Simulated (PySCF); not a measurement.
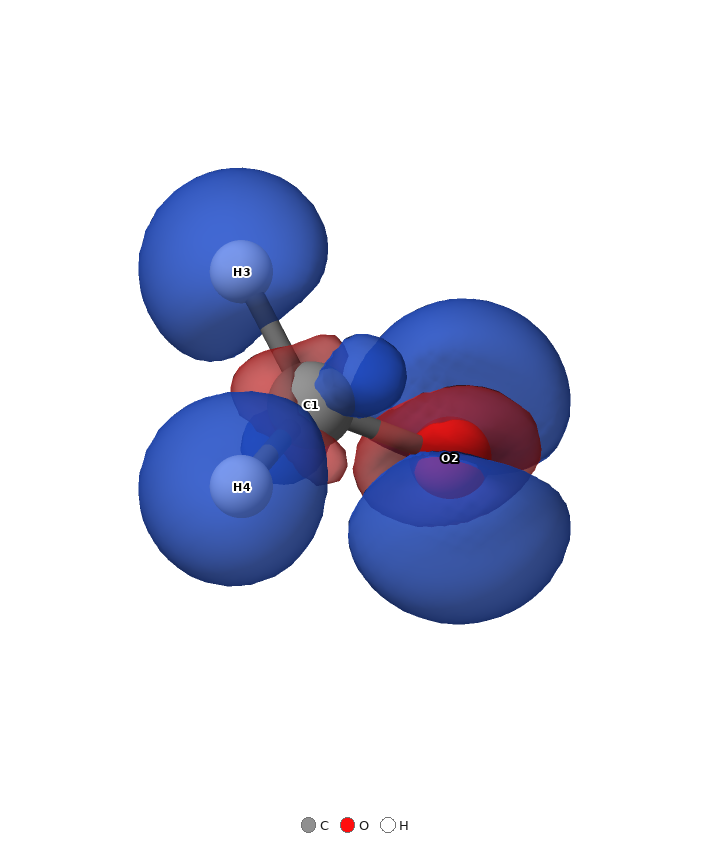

CH₂O, SMILES `C=O`. Fukui function f⁻ = ρ(N) − ρ(N−1) at fixed geometry, surfaces at ±0.04 e/Å³ (blue positive, red negative).

Level of theory: PBE/6-311+G** (PySCF), at a geometry from GFN2-xTB. No frequency check shows the geometry to be a minimum.

Input script:

```python
import numpy as np
from pyscf import gto, scf, dft
from pyscf.scf import atom_ks, atom_hf
from scipy.linalg import block_diag

def solve(mol, dm0=None, hcore=None):
    mf = (dft.UKS if mol.spin else dft.RKS)(mol, xc='pbe')
    mf.grids.level = 3
    mf = mf.density_fit(auxbasis='def2-universal-jkfit')
    mf.conv_tol, mf.max_cycle = 1e-8, 80
    if hcore is not None:
        mf.get_hcore = lambda *args: hcore
    mf.kernel(dm0)
    if not mf.converged:
        mf = mf.newton().run(mf.mo_coeff, mf.mo_occ, max_cycle=30)
    assert mf.converged, 'SCF not converged'
    return mf

mol = gto.M(atom='''
C      0.52135     0.00000     0.00000
O     -0.67074     0.00000     0.00000
H      1.11889    -0.92726     0.00000
H      1.11891     0.92724     0.00000
''', basis='6-311+g**', charge=0, spin=0, verbose=4)
mf = solve(mol)
out = dict(e0=mf.e_tot, dm0=mf.make_rdm1(), c=mf.mo_coeff, occ=mf.mo_occ, eps=mf.mo_energy)
for name, dq, spin in [('cation', 1, 1), ('anion', -1, 1)]:
    ion = mol.copy().set(charge=mol.charge + dq, spin=spin).build()
    mi = solve(ion)
    if spin and dq > 0 and mol.nao < 130:
        c, _, stable, _ = mi.stability(return_status=True)
        if not stable:
            mi = solve(ion, mi.make_rdm1(c, mi.mo_occ))
    print(name, 'vertical energy change / eV', (mi.e_tot - mf.e_tot) * 27.211386)
    out.update({'e_' + name: mi.e_tot, 'dm_' + name: mi.make_rdm1(), 's2_' + name: mi.spin_square()[0], 'eps_' + name: mi.mo_energy, 'occ_' + name: mi.mo_occ})
# spherically averaged free atoms, for the promolecule
atm = atom_ks.get_atm_nrks(mol, xc='pbe')
pro = block_diag(*[(atm[a[0]][2] * atm[a[0]][3]) @ atm[a[0]][2].T for a in mol._atom])
np.savez('result.npz', pro=pro, **out)
```

Launched as:

```sh
OMP_NUM_THREADS=1 python input.py
```

The run took 37 s on 1 thread of Intel(R) Xeon(R) Platinum 8488C (Sapphire Rapids), on a shared host, peak memory 0.27 GiB.

Partitions, critical points and surface values were worked out afterwards from this run's density.

Question: On which atoms does the density change most on removal of an electron?

Answer: f⁻ (Hirshfeld-condensed) is largest on O2 (0.42) and C1 (0.23); the vertical ionisation energy is 10.76 eV. Condensed values hint at sites of electrophilic attack but needn't mark the atom that reacts. Orbital relaxation makes it negative in places (0.13 e in all).

```json
{"atom": "C1", "f⁻": "+0.23", "charge": "+0.11"}
{"atom": "O2", "f⁻": "+0.42", "charge": "−0.20"}
{"atom": "H3", "f⁻": "+0.17", "charge": "+0.04"}
{"atom": "H4", "f⁻": "+0.17", "charge": "+0.04"}
```
